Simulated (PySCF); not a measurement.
**HfF (doublet): density, localisation and related maps**

```yaml
atoms:
  - { symbol: Hf, position_ang: [0.0000, 0.0000, -0.1781] }
  - { symbol: F, position_ang: [0.0000, 0.0000, 1.6869] }
```

Core potentials replace the inner electrons of Hf.

Method: PBE0/def2-TZVPPD, non-relativistic Hamiltonian with scalar-relativistic core potentials where named, at a bond length of 1.865 Å in PySCF 2.14.0.

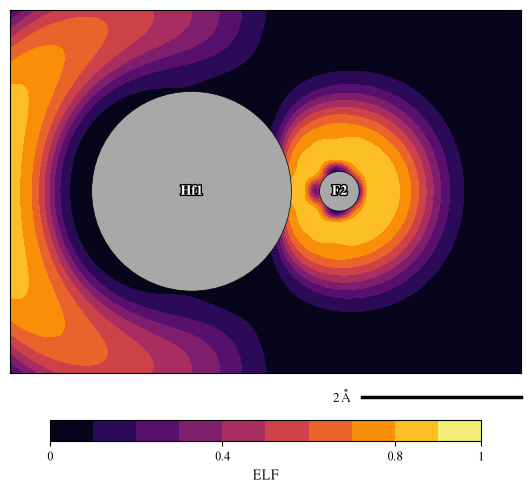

Figure 1. ELF on a plane that holds the molecular axis. Grey discs cover the atomic cores.

What do the fields say about this system?

Answer. Atoms in the plane: Hf and F. Hf–F (1.86 Å): the ELF peaks at about 0.85 in the valence shell of F, 0.6 Å from its nucleus, and drops to about 0.25 between the two atoms.

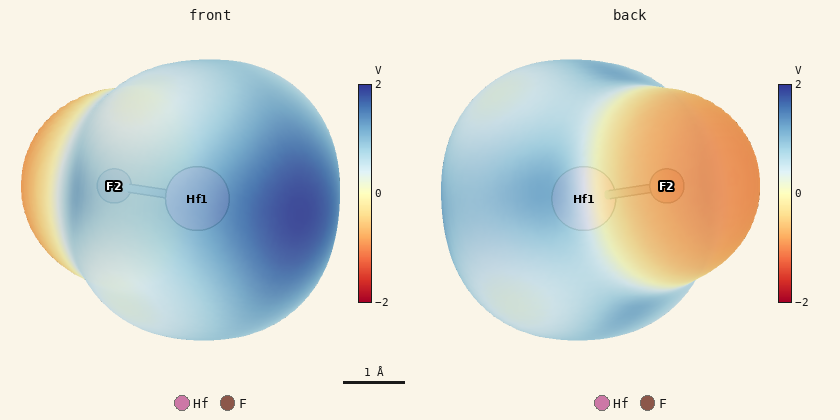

Figure 2. The molecular electrostatic potential painted on the density surface at 0.002 e/bohr³, seen from the front and from behind; red is negative and blue positive.

Which sites attract a positive test charge, and which a negative one?

Answer. A positive charge is drawn to the negative regions and a negative charge to the positive ones. The most negative region (about −1.0 V) lies over F2, the most positive (about +1.9 V) over Hf1.
